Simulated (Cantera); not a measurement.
A closed system holds: 1 mol Si, 7.4 mol Br2, a varied amount of N2, held at 848.15 K and 0.00230 bar.

Equilibrium computed with Cantera from the NASA thermochemical tables; the gas is ideal and each condensed phase is pure. Candidate condensed phases: Br2, Si, Si3N4; 13 gas species. Rates play no part.

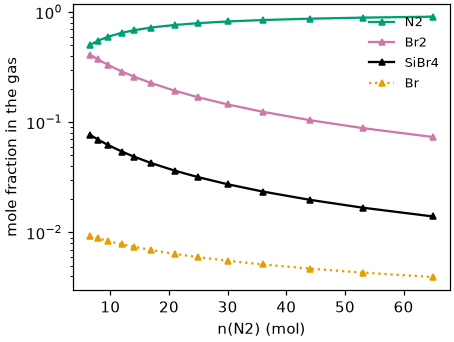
Figure: Equilibrium gas composition (values under 1e-9 drawn at 1e-9)

From 6.5 mol N2 to 65 mol N2 nothing is condensed. The main Si-bearing gas is SiBr4 throughout.
